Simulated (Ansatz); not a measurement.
Response to strain in FePt

The parent structure is FePt (space group P4/mmm, No. 123; a = 2.7313 Å, c = 3.7630 Å; ferromagnetic; relaxed with 0.1 eV smearing). Axes: x, y, z lie along a, b, c of the conventional cell.

Strains are applied to the cell and any free atomic positions relax; under biaxial strain the out-of-plane vector relaxes too.

Calculations: PBE/PAW in Ansatz (an electronic-structure program), scalar-relativistic without spin-orbit coupling.

Notes on the quantities. pressure: mean of the normal stresses, compression positive.

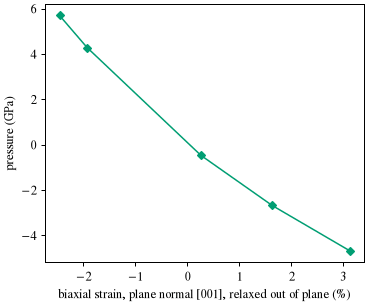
Fig. 1. Pressure against biaxial strain, plane normal [001], relaxed out of plane

| biaxial strain, plane normal [001], relaxed out of plane (%) | pressure |
|---|---|
| -2.46 | 5.7 GPa |
| -1.93 | 4.3 GPa |
| 0.26 | -0.5 GPa |
| 1.63 | -2.7 GPa |
| 3.12 | -4.7 GPa |

The magnetic state is the one reached from the starting moments; the real material's order can differ, and small cells can't hold many antiferromagnetic ones. Stability against distortions was not tested.
